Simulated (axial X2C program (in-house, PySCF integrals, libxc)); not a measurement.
# A two-component session on RuBe: properties at the nuclei

Aim: properties at the nuclei of RuBe, with spin–orbit coupling in the Hamiltonian from the start.

The runs use an in-house X2C program for linear molecules on PySCF integrals; two-component X2C with atomic mean-field terms, Ru dyall-cv3z, Be dyall-cv3z.

All values are calculated.

### 1 Input

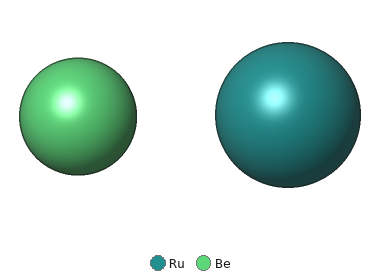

The two atoms at 2.270 Å (ruthenium teal, beryllium green).

Contents of task.json:

```json
{
 "zs": [
  44,
  4
 ],
 "q": 0,
 "bas": [
  "dyall-cv3z",
  "dyall-cv3z"
 ],
 "r0": 2.27,
 "levels": [
  "PBE0",
  "HF",
  "B3LYP",
  "PBE50",
  "r2SCAN"
 ],
 "nst": 3
}
```

Keys: zs atomic numbers; q charge; bas basis sets; r0 starting distance in Å; levels methods (HF also brings MP2); nst determinants followed.

Started as:

```console
$ python soeom.py task.json out
```

Nuclei are Gaussian, cores are contracted, and the Gaunt term is on.

### 2 Expectation values, lowest determinant

R = 2.134 Å. State: Ω = 1 (excess of +ω over −ω: ω = -3/2, ω = 5/2).

Output of the PBE0 run:

```text
two-component X2C + atomic mean field  PBE0
basis functions 204  fitting functions 920  grid points 5080
iter        total energy     max residual
   1      -4542.916299068     6.23e-06
   2      -4542.916299067     1.66e-05
   3      -4542.916299071     2.60e-06
   4      -4542.916299072     1.88e-06
converged
one-electron -6348.69537028  Coulomb 1901.61853546  exact exchange -33.76423821  xc functional -103.47990714  nuclear repulsion 43.64348131  atomic mean-field constant -2.23880021
```

The highest occupied spinor is 42% Ru d, 29% Be p, 17% Be s.

```
 level  Eeff magnitude (GV/cm)  Ws magnitude Ru (kHz)  A∥/gI Ru (MHz)  qzz Ru (a.u.)  A∥/gI Be (MHz)  qzz Be (a.u.)  μ (D)
  PBE0                    1.14                  0.567             930          -4.37           -84.4          -0.08  -1.81
    HF                   0.219                 0.0178            -427          -3.21            -126          -0.16  -3.78
 B3LYP                    0.68                  0.338             931          -4.52           -77.8          -0.07  -1.38
 PBE50                     1.7                  0.843             558          -4.04           -86.8          -0.11  -2.35
r2SCAN                   0.863                  0.439             868          -4.12            -107          -0.09  -1.84
```

Eeff is the effective electric field on the electron dipole moment in this Ω state and Ws the scalar–pseudoscalar constant (defined with the proton number Z and per Ω); A∥ is the parallel hyperfine constant, which follows by multiplying with the nuclear g factor gI = μI/(I μN); qzz is the electric field gradient, eQq0 = 234.96 MHz × Q/barn × qzz; μ is positive if Be is the positive end. The operators were transformed with the bare-nucleus X2C matrices.

### 3 Expectation values, a higher determinant

R = 2.134 Å. State: Ω = 2 (excess of +ω over −ω: 2 × ω = 1/2, ω = -3/2, ω = 5/2), 0.06 eV above the lowest in the PBE0 search for states (made at or near this distance, with looser thresholds).

Output of the PBE0 run:

```text
two-component X2C + atomic mean field  PBE0
basis functions 204  fitting functions 920  grid points 5080
iter        total energy     max residual
   1      -4542.914015326     1.38e-05
   2      -4542.914015345     8.61e-06
   3      -4542.914015350     7.31e-06
   4      -4542.914015357     3.45e-06
   5      -4542.914015359     1.44e-06
converged
one-electron -6346.98116965  Coulomb 1899.89352103  exact exchange -33.76869364  xc functional -103.46235420  nuclear repulsion 43.64348131  atomic mean-field constant -2.23880021
```

The highest occupied spinor is 47% Be p, 20% Ru s, 18% Ru p.

```
 level  Eeff magnitude (GV/cm)  Ws magnitude Ru (kHz)  A∥/gI Ru (MHz)  qzz Ru (a.u.)  A∥/gI Be (MHz)  qzz Be (a.u.)  μ (D)
  PBE0                    2.49                  0.688             795          -3.60            37.8          -0.09  -1.22
    HF                    4.17                   1.15             473          -3.27            18.6          -0.09  -1.12
 B3LYP                    2.37                  0.644             818          -3.64            46.3          -0.09  -1.10
 PBE50                    2.81                  0.771             732          -3.46            30.5          -0.09  -1.38
r2SCAN                    3.13                  0.864             794          -3.58            43.5          -0.08  -1.10
```

### 4 Expectation values, a higher determinant

R = 2.134 Å. State: Ω = 3 (excess of +ω over −ω: ω = 1/2, ω = 5/2), 0.32 eV above the lowest in the PBE0 search for states (made at or near this distance, with looser thresholds).

Output of the PBE0 run:

```text
two-component X2C + atomic mean field  PBE0
basis functions 204  fitting functions 920  grid points 5080
iter        total energy     max residual
   1      -4542.904457912     5.37e-06
   2      -4542.904457914     9.44e-06
converged
one-electron -6350.57083238  Coulomb 1903.51697439  exact exchange -33.76489913  xc functional -103.49038190  nuclear repulsion 43.64348131  atomic mean-field constant -2.23880021
```

The highest occupied spinor is 99% Ru d.

```
 level  Eeff magnitude (GV/cm)  Ws magnitude Ru (kHz)  A∥/gI Ru (MHz)  qzz Ru (a.u.)  A∥/gI Be (MHz)  qzz Be (a.u.)  μ (D)
  PBE0                   0.112                 0.0439             200           0.52            1.19           0.02  -0.94
    HF                    2.09                  0.445            -210           0.71            9.44          -0.01  -2.85
 B3LYP                    0.11                 0.0362             224           0.54            1.76           0.02  -0.68
 PBE50                   0.361                 0.0922             106           0.44            1.95           0.01  -1.25
r2SCAN                   0.311                 0.0781             192           0.64            2.98           0.02  -0.86
```

### 5 Outcome

| quantity | value |
| --- | --- |
| lowest determinant | Ω = 1 (excess of +ω over −ω: ω = -3/2, ω = 5/2) |
| Eeff magnitude (GV/cm), PBE0 | 1.14 |
| Ws magnitude Ru (kHz), PBE0 | 0.567 |
| A∥/gI Ru (MHz), PBE0 | 930 |
| qzz Ru (a.u.), PBE0 | -4.37 |
| higher determinant | Ω = 2 (excess of +ω over −ω: 2 × ω = 1/2, ω = -3/2, ω = 5/2) |
| Eeff magnitude (GV/cm), PBE0, higher determinant | 2.49 |
| Ws magnitude Ru (kHz), PBE0, higher determinant | 0.688 |
| A∥/gI Ru (MHz), PBE0, higher determinant | 795 |
| qzz Ru (a.u.), PBE0, higher determinant | -3.60 |
| higher determinant | Ω = 3 (excess of +ω over −ω: ω = 1/2, ω = 5/2) |
| Eeff magnitude (GV/cm), PBE0, higher determinant | 0.112 |
| Ws magnitude Ru (kHz), PBE0, higher determinant | 0.0439 |
| A∥/gI Ru (MHz), PBE0, higher determinant | 200 |
| qzz Ru (a.u.), PBE0, higher determinant | 0.52 |

In words: In the first state, the effective field runs from 0.219 to 1.7 GV/cm over the mean-field levels, so the levels don't agree on it. The expectation values come from single determinants, which for open shells can mix terms of unlike spin or miss the lowest Ω, so a determinant need not be a state. Eeff is the effective electric field on the electron dipole moment in this Ω state and Ws the scalar–pseudoscalar constant (defined with the proton number Z and per Ω); A∥ is the parallel hyperfine constant, which follows by multiplying with the nuclear g factor gI = μI/(I μN); qzz is the electric field gradient, eQq0 = 234.96 MHz × Q/barn × qzz; μ is positive if Be is the positive end. The operators were transformed with the bare-nucleus X2C matrices. A second determinant lies within 0.1 eV of the first, so their order is not settled at this level.
